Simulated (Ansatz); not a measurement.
# Si2Cl: what a guessed cell relaxes into

Aim: relax a trial structure of Si2Cl and see where it ends.

Program: Ansatz 0.2.0. Level of theory: DFT PBE, scalar-relativistic, plane waves, PAW. These are calculated values, not measurements.

1 further run of the same task is left out (it didn't finish). Runs told in other sessions of the task aren't counted.

### Step 1. Starting point

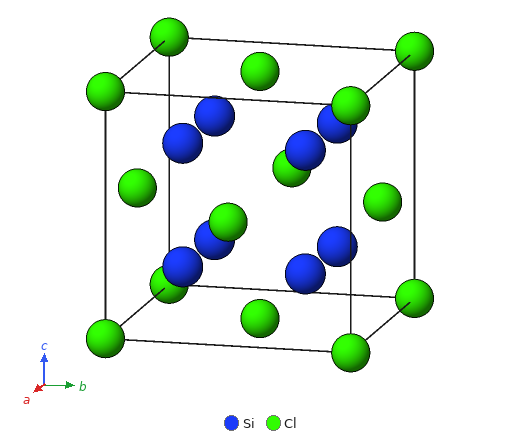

The starting structure, seen slightly off an axis (silicon blue, chlorine green). Atoms on the faces are drawn again on the opposite ones. The cell drawn here is the conventional one.

As a file:

```xyz
3
Lattice="0.0000 3.1437 3.1437 3.1437 0.0000 3.1437 3.1437 3.1437 0.0000" Properties=species:S:1:pos:R:3 pbc="T T T"
Si    1.5719    1.5719    1.5719
Si    4.7156    4.7156    4.7156
Cl    0.0000    0.0000    0.0000
```

Recipe of the guess: species swapped into a database cell of Al2Au (Fm-3m, No. 225), with Si on the Al sites and Cl on the Au sites. Its size is a rough estimate.

### Step 2. Probe: one point on a coarse mesh

input.yaml

```yaml
crystal:
  lattice:
    - [0.0, 3.14370376, 3.14370376]
    - [3.14370376, 0.0, 3.14370376]
    - [3.14370376, 3.14370376, 0.0]
  atoms:
    - { symbol: Si, position: [0.25, 0.25, 0.25] }
    - { symbol: Si, position: [0.75, 0.75, 0.75] }
    - { symbol: Cl, position: [0.0, 0.0, 0.0] }
basis:
  ecutwfc: 420
kpoints:
  mp_grid: { grid: [6, 6, 6] }
hamiltonian:
  xc: pbe
scf:
  occupations: { method: gaussian, width: 0.1 }
  lower_state_search: "off"
output:
  forces: true
  stress: true
  eigenvalues: true
```

Command:

```console
> ansatz run input.yaml --threads 1 --pin off --max-ram 2560MiB --backend cpu --events-out ev --progress --plain --runs-dir out
```

The program printed, shortened:

```text
[...]
SCF converged after 6 iterations
Free energy (F): -2347.543120 eV
[...]
E sigma→0 (E₀):  -2347.536263 eV
Entropy (-TS):   -0.013714 eV (-4.571 meV/atom)
Fermi energy:    6.411161 eV
[...]
--- Forces (eV/Å), atoms counted from 1 ---
  atom   1  Si     0.00000000     0.00000000     0.00000000
  atom   2  Si     0.00000000     0.00000000     0.00000000
  atom   3  Cl    -0.00000000     0.00000000     0.00000000
[...]
--- Stress (GPa, compression-positive) ---
        1.019414       0.000000      -0.000000
       -0.000000       1.019414      -0.000000
        0.000000       0.000000       1.019414
  P = ⅓ Tr σ = 1.0194 GPa (10.194 kbar)
--- Band table (eV; the first three rows and the last of 16) ---
  k-point 0: bands = ["-11.0105", "-1.2967", "0.9509", "0.9509", "0.9509", "3.1024", "5.1496", "5.1496", "5.1496", "10.0978", "10.0978", "10.0978"]
[...]
```

It took 4.5 s on 1 thread of Intel Xeon at 2.50GHz (Skylake/Cascade Lake), shared host; peak memory 0.31 GiB.

The probe gives pressure 1.0 GPa, largest force 0.00 eV/Å, gap on this mesh none (metal). The coarse relaxation is skipped.

### Step 3. Full relaxation

Edit input.yaml of step 2 so:

```diff
@@ -12,3 +12,3 @@
 kpoints:
-  mp_grid: { grid: [6, 6, 6] }
+  mp_grid: { grid: [12, 12, 12] }
 hamiltonian:
@@ -17,3 +17,2 @@
   occupations: { method: gaussian, width: 0.1 }
-  lower_state_search: "off"
 output:
@@ -22 +21,6 @@
   eigenvalues: true
+relax:
+  adjacent_minimum: "off"
+  f_tol: 0.01
+  max_steps: 80
+  cell: { stress_tol: 0.05 }
```

Command:

```console
> ansatz run input.yaml --threads 1 --pin off --max-ram 2560MiB --backend cpu --events-out ev --progress --plain --runs-dir out
```

The program printed:

```text
Warning: RAYON_NUM_THREADS=1 ignored (pool sized by the plan → 1); use --threads N
Engine: ansatz 0.2.0, x86_64-unknown-linux-gnu
Pseudopotentials: kind: paw
Pseudopotential: Si, paw, valence charge 4, recommended cutoff 420 eV (normal), Si.paw.azcp
Pseudopotential: Cl, paw, valence charge 7, recommended cutoff 420 eV (normal), Cl.paw.azcp
Functional definition: PBE
  parameter kappa = 0.804
  parameter beta = 0.06672455060314922
  exchange = pbe_x(kappa = kappa, mu = beta*pi^2/3)
  correlation = pbe_c(beta = beta)
Crystal: 3 atoms, lattice volume = 62.138 Å³
Basis set: ecut = 420 eV, 1243 PW (Γ), exchange–correlation on 60×60×60 points (8 copies of the dense FFT grid, shifted against one another)
Bands: 12, of which v1, the nominal top of the filled ones, is band 8 counted from 1 (7 counted from 0)
Symmetry: 48 space group operations
Space group: Fm-3m (ITA 225), of the structure as read, at distance tolerance 4.0e-5 Å
k-points: 72 of 1728
Non-local potential: Si, projectors of the file, l = 0: 2, l = 1: 2, l = 2: 2
Non-local potential: Cl, projectors of the file, l = 0: 2, l = 1: 2, l = 2: 2
PAW form: soft (Blöchl's): semilocal exchange-correlation on the pseudo side does not see the compensation charge
PAW one-centre angular grid: Si, 110 points (default); XC on 64 Gauss nodes
PAW one-centre angular grid: Cl, 110 points (default); XC on 64 Gauss nodes
Initial density: superposition of atomic densities (neutral atoms: chi_scale 0, normalization atom), corrected by the library's trained network
Initial wavefunctions: pseudopotential atomic-orbital guess
Functional: x = pbe(κ = 0.804, μ = 0.2195149727645171), c = pbe(β = 0.06672455060314922)
SCF iter   1: F=—  HF=-2347.553341 eV  |F-HF|=—  |Δ(HF+E_count)|=         —  Δρ=2.47e-3  dr2=5.00e-3  ethr=1.77e-3  ⟨swp⟩=5.6  Hψ=5753  notcnv=0
preconditioner: auto → Kerker (q_TF=auto, 2.153 Å⁻¹)  [metal: Δε(μ)=0.019 eV  Ē_g=8.953 eV  σ=0.100 eV  W_gap=0.11  n_scr=14 (ndim 8)  ℏωp=18.2 eV  f_vac=0.000  D(μ)=1.33/eV (n_scr^D=8)]
SCF iter   2: F=—  HF=-2347.551691 eV  |F-HF|=—  |Δ(HF+E_count)|=   1.65e-3  Δρ=1.57e-3  dr2=2.10e-3  ethr=3.34e-5  ⟨swp⟩=1.5  Hψ=1528  notcnv=0
SCF iter   3: F=—  HF=-2347.551146 eV  |F-HF|=—  |Δ(HF+E_count)|=   5.45e-4  Δρ=2.05e-4  dr2=3.99e-5  ethr=1.40e-5  ⟨swp⟩=2.8  Hψ=1393  notcnv=0
SCF iter   4: F=—  HF=-2347.551165 eV  |F-HF|=—  |Δ(HF+E_count)|=   1.94e-5  Δρ=8.46e-5  dr2=1.08e-5  ethr=2.66e-7  ⟨swp⟩=2.0  Hψ=1200  notcnv=0
SCF iter   5: F=—  HF=-2347.551167 eV  |F-HF|=—  |Δ(HF+E_count)|=   1.86e-6  Δρ=2.81e-5  dr2=8.24e-7  ethr=7.23e-8  ⟨swp⟩=2.7  Hψ=1341  notcnv=0
SCF iter   6: F=-2347.551168 eV  HF=-2347.551168 eV  |F-HF|=1.97e-9  |Δ(HF+E_count)|=   2.70e-7  Δρ=6.65e-6  dr2=2.70e-8  ethr=6.67e-10  ⟨swp⟩=6.2  Hψ=4407  notcnv=0
SCF 1 converged in 6 iterations: F = -2347.551168 eV  dr2 = 2.70e-8
relax step   1: F+E_penalty+E_count = -2347.55116757 eV  Δ(F+E_penalty+E_count) = +0.000e0 eV  max|allowed force component| = 2.005e-17 eV/Å  Δτ_max = 0.0000 Å  P = +0.584 GPa  Ω = 62.138 Å³  (6 SCF iters, dr2 threshold 1.00e-7 eV, accepted)
Crystal: 3 atoms, lattice volume = 62.883 Å³
Initial density: handed on by an earlier stage of this run
Initial wavefunctions: those handed on with the density
iter 1 solved again at ethr=2.88e-6 eV; its pass at ethr=3.10e-3 eV (dr2=4.32e-4 eV) is discarded
SCF iter   1: F=—  HF=-2347.552858 eV  |F-HF|=—  |Δ(HF+E_count)|=         —  Δρ=5.76e-4  dr2=4.50e-4  ethr=2.88e-6  ⟨swp⟩=2.4  Hψ=5971  notcnv=0
preconditioner: auto → Kerker (q_TF=auto, 2.149 Å⁻¹)  [metal: Δε(μ)=0.022 eV  Ē_g=8.883 eV  σ=0.100 eV  W_gap=0.12  n_scr=14 (ndim 8)  ℏωp=18.1 eV  f_vac=0.000  D(μ)=1.51/eV (n_scr^D=14)]
SCF iter   2: F=—  HF=-2347.552748 eV  |F-HF|=—  |Δ(HF+E_count)|=   1.10e-4  Δρ=2.09e-4  dr2=5.22e-5  ethr=2.88e-6  ⟨swp⟩=2.0  Hψ=1258  notcnv=0
SCF iter   3: F=—  HF=-2347.552749 eV  |F-HF|=—  |Δ(HF+E_count)|=   1.48e-6  Δρ=9.15e-5  dr2=5.23e-6  ethr=3.48e-7  ⟨swp⟩=2.1  Hψ=1250  notcnv=0
SCF iter   4: F=-2347.552749 eV  HF=-2347.552749 eV  |F-HF|=3.24e-8  |Δ(HF+E_count)|=   1.33e-7  Δρ=1.11e-5  dr2=1.15e-7  ethr=2.00e-9  ⟨swp⟩=3.5  Hψ=4083  notcnv=0
SCF 2 converged in 4 iterations: F = -2347.552749 eV  dr2 = 1.15e-7
relax step   2: F+E_penalty+E_count = -2347.55274919 eV  Δ(F+E_penalty+E_count) = -1.582e-3 eV  max|allowed force component| = 2.282e-16 eV/Å  Δτ_max = 0.0000 Å  P = +0.121 GPa  Ω = 62.883 Å³  energy of the carried Pulay correction = -4.350e-5 eV  (4 SCF iters, dr2 threshold 3.00e-7 eV, accepted)
Crystal: 3 atoms, lattice volume = 63.079 Å³
iter 1 solved again at ethr=2.13e-7 eV; its pass at ethr=3.10e-3 eV (dr2=3.19e-5 eV) is discarded
SCF iter   1: F=—  HF=-2347.552811 eV  |F-HF|=—  |Δ(HF+E_count)|=         —  Δρ=1.54e-4  dr2=3.30e-5  ethr=2.13e-7  ⟨swp⟩=2.3  Hψ=5916  notcnv=0
preconditioner: auto → Kerker (q_TF=auto, 2.147 Å⁻¹)  [metal: Δε(μ)=0.022 eV  Ē_g=8.861 eV  σ=0.100 eV  W_gap=0.12  n_scr=14 (ndim 8)  ℏωp=18.1 eV  f_vac=0.000  D(μ)=1.54/eV (n_scr^D=14)]
SCF iter   2: F=—  HF=-2347.552814 eV  |F-HF|=—  |Δ(HF+E_count)|=   3.96e-6  Δρ=5.64e-5  dr2=4.07e-6  ethr=2.13e-7  ⟨swp⟩=2.0  Hψ=1253  notcnv=0
SCF iter   3: F=—  HF=-2347.552814 eV  |F-HF|=—  |Δ(HF+E_count)|=   6.84e-7  Δρ=2.60e-5  dr2=4.90e-7  ethr=2.71e-8  ⟨swp⟩=2.0  Hψ=1229  notcnv=0
SCF iter   4: F=-2347.552814 eV  HF=-2347.552814 eV  |F-HF|=3.78e-9  |Δ(HF+E_count)|=   1.32e-8  Δρ=3.72e-6  dr2=1.58e-8  ethr=2.42e-10  ⟨swp⟩=3.0  Hψ=3590  notcnv=0
SCF 3 converged in 4 iterations: F = -2347.552814 eV  dr2 = 1.58e-8
relax step   3: F+E_penalty+E_count = -2347.55281381 eV  Δ(F+E_penalty+E_count) = -6.462e-5 eV  max|allowed force component| = 3.670e-16 eV/Å  Δτ_max = 0.0000 Å  P = +0.004 GPa  Ω = 63.079 Å³  energy of the carried Pulay correction = -5.490e-5 eV  (4 SCF iters, dr2 threshold 3.63e-8 eV, accepted)
Initial wavefunctions: pseudopotential atomic-orbital guess (no wavefunctions were taken with the density)
iter 1 solved again at ethr=1.69e-8 eV; its pass at ethr=3.10e-3 eV (dr2=2.54e-6 eV) is discarded
SCF iter   1: F=—  HF=-2347.552862 eV  |F-HF|=—  |Δ(HF+E_count)|=         —  Δρ=1.03e-5  dr2=1.86e-8  ethr=1.69e-8  ⟨swp⟩=3.4  Hψ=8510  notcnv=0
preconditioner: auto → Kerker (q_TF=auto, 2.147 Å⁻¹)  [metal: Δε(μ)=0.022 eV  Ē_g=8.859 eV  σ=0.100 eV  W_gap=0.12  n_scr=14 (ndim 8)  ℏωp=18.1 eV  f_vac=0.000  D(μ)=1.54/eV (n_scr^D=14)]
SCF iter   2: F=—  HF=-2347.552875 eV  |F-HF|=—  |Δ(HF+E_count)|=   1.32e-5  Δρ=5.59e-6  dr2=9.96e-9  ethr=1.24e-10  ⟨swp⟩=2.5  Hψ=1393  notcnv=0
SCF iter   3: F=—  HF=-2347.552875 eV  |F-HF|=—  |Δ(HF+E_count)|=   1.45e-7  Δρ=1.50e-6  dr2=5.93e-10  ethr=6.64e-11  ⟨swp⟩=2.9  Hψ=1353  notcnv=0
SCF iter   4: F=—  HF=-2347.552875 eV  |F-HF|=—  |Δ(HF+E_count)|=   1.22e-8  Δρ=2.61e-7  dr2=4.98e-11  ethr=3.95e-12  ⟨swp⟩=2.8  Hψ=1410  notcnv=0
SCF iter   5: F=-2347.552875 eV  HF=-2347.552875 eV  |F-HF|=4.09e-12  |Δ(HF+E_count)|=  6.96e-11  Δρ=6.22e-8  dr2=9.62e-13  ethr=1.00e-12  ⟨swp⟩=5.4  Hψ=3523  notcnv=0
SCF 4 converged in 5 iterations: F = -2347.552875 eV  dr2 = 9.62e-13
relax step   4: F+E_penalty+E_count = -2347.55287491 eV  Δ(F+E_penalty+E_count) = -6.110e-5 eV  max|allowed force component| = 3.809e-16 eV/Å  Δτ_max = 0.0000 Å  P = +0.005 GPa  Ω = 63.079 Å³  stress off target by 5.39e-3 GPa  SCF on the basis re-selected at this cell (its energy is not comparable with the rows above)  (5 SCF iters)
basis re-selected at this cell: Δ(F+E_penalty+E_count) = -6.110e-5 eV, ΔP = +0.002 GPa vs the last step (what re-selecting the basis moved, of the pressure what is left beyond the Pulay correction that the steps carried, after the strain that the cell walked since its last selection, with what the two solves' SCF thresholds leave and, on support functions, any second-order correction that the steps lacked; it is no measure of the basis error at this ecutwfc). This SCF's stress stands 5.39e-3 GPa from its target on what of the cell is left free (relax.cell.stress_tol is 5.00e-2 GPa) and its largest allowed force component is 3.81e-16 eV/Å (relax.f_tol is 1.00e-2 eV/Å): within both
SCF converged after 5 iterations
Free energy (F): -2347.552875 eV
Harris-Foulkes:  -2347.552875 eV  (|F-HF|=4.09e-12)
Internal energy: -2347.545184 eV  (E = F + TS)
E sigma→0 (E₀):  -2347.549030 eV
Entropy (-TS):   -0.007691 eV (-2.564 meV/atom)
Fermi energy:    6.291336 eV
--- Per-component energies (eV) ---
  E_band       = -1.659084
  E_kinetic    = 233.700224
  E_local      = -295.067792  (includes V_loc(G=0)·N_el)
  E_nonlocal   = 80.895879
  E_hartree    = 94.625545
  E_xc         = -214.736290
  E_vxc        = -211.616554  (∫ρ·V_xc dr)
  E_paw        = -1681.753863  (= ΣΔE_a)
  E_vpaw       = 1.177964  (= ΣTr[D̂ρ^β])
  E_aug_tail   = 0.000110  (compensation charges beyond the density's cutoff)
  E_ewald      = -565.208997
  E_smearing   = -0.007691  (= −TS)
  E_closure    = 0.000000  (closes the sum)
  Σ components = -2347.552875   (vs F -2347.552875, Δ=0.00e0)
--- Forces (eV/Å), atoms counted from 1 ---
  atom   1  Si     0.00000000    -0.00000000    -0.00000000
  atom   2  Si    -0.00000000     0.00000000     0.00000000
  atom   3  Cl    -0.00000000     0.00000000     0.00000000
  max |Σ_I F_I| component: 4.63e-17 eV/Å
--- Stress (GPa, compression-positive) ---
        0.005395      -0.000000      -0.000000
       -0.000000       0.005395       0.000000
       -0.000000       0.000000       0.005395
  P = ⅓ Tr σ = 0.0054 GPa (0.054 kbar)
--- Band table (eV; the first three rows and the last of 72) ---
  k-point 0: bands = ["-11.1077", "-1.4595", "0.8367", "0.8367", "0.8367", "2.8667", "5.0197", "5.0197", "5.0197", "9.8994", "9.8994", "9.8994"]
  k-point 1: bands = ["-11.0883", "-1.6073", "0.8026", "0.8026", "0.9340", "2.5984", "5.1022", "5.1022", "5.5004", "9.4630", "9.4630", "9.7821"]
  k-point 2: bands = ["-11.0345", "-1.9416", "0.7150", "0.7150", "0.8868", "2.4942", "5.3127", "5.3127", "6.4116", "8.9197", "8.9197", "9.5569"]
  k-point 71: bands = ["-10.6931", "-2.2686", "-2.2686", "-0.4076", "3.2475", "3.2475", "5.0310", "5.6056", "8.3305", "8.3305", "10.3644", "11.3241"]
--- Relaxed structure (3 steps of the walk, 3 accepted, 1 SCFs on fresh bases) ---
  F+E_penalty+E_count = -2347.55287491 eV   max|allowed force component| = 3.809e-16 eV/Å   (the final SCF, on the basis selected at the relaxed cell)
  cell:  # Å, volume = 63.0792 Å³
    - [4.713219130428421e-34, 3.1595031871706563, 3.1595031871706563]
    - [3.1595031871706563, -2.579532091653392e-34, 3.1595031871706563]
    - [3.1595031871706563, 3.1595031871706563, -2.197379189186223e-34]
  atoms:
    - { symbol: Si, position: [0.24999999999999997, 0.24999999999999997, 0.24999999999999997] }
    - { symbol: Si, position: [0.7499999999999999, 0.7499999999999999, 0.7499999999999999] }
    - { symbol: Cl, position: [-3.071843208099339e-34, 3.595132069398014e-34, 2.1227559760118995e-34] }
```

It took 46 s on 1 thread of Intel Xeon at 2.50GHz (Skylake/Cascade Lake), shared host; peak memory 0.38 GiB.

Step by step:

```
step  energy from step 1 (eV/cell)  largest force component (eV/Å)  pressure (GPa)  volume (Å³)
   1                        0.0000                          0.0000            0.58        62.14
   2                       -0.0016                          0.0000            0.12        62.88
   3                       -0.0016                          0.0000            0.00        63.08
   4                       -0.0017                          0.0000            0.01        63.08
```

Step 1 is the start. Step 4 repeats the geometry before it on a plane-wave basis chosen anew for that cell, so its energy need not be comparable with the rows above.

Lengths and angles in the start's conventional setting:

|  | before | after | change |
| --- | --- | --- | --- |
| a (Å) | 6.287 | 6.319 | +0.5 % |
| b (Å) | 6.287 | 6.319 | +0.5 % |
| c (Å) | 6.287 | 6.319 | +0.5 % |
| volume (Å³/atom) | 20.71 | 21.03 | +1.5 % |
| shortest distance (Å) | 2.723 | 2.736 | +0.5 % |
| space group (0.01 Å) | Fm-3m | Fm-3m | same |

The run keeps the 48 symmetry operations of the start, so it could not have lowered the symmetry.

### Step 4. Summary of results

| quantity | value |
| --- | --- |
| symmetry at the end (tolerance 0.05 Å) | space group Fm-3m (No. 225) |
| conventional cell | a = 6.319 Å, b = 6.319 Å, c = 6.319 Å, α = 90.00°, β = 90.00°, γ = 90.00° |
| volume | 21.03 Å³/atom |
| energy over the elements (uncorrected; H, N, O, F and Cl as molecules) | +1.17 eV/atom |
| gap on the mesh | none (metal) |

The space group Fm-3m (No. 225) is kept, and the volume per atom grows by 1.5 % from the first guess. With a positive formation energy it can't be a ground state. No finished test with a distortion of lower symmetry is shown, so the end may be a saddle point. Spin polarisation is off in the runs that give these values; a magnetic solution could lie lower.
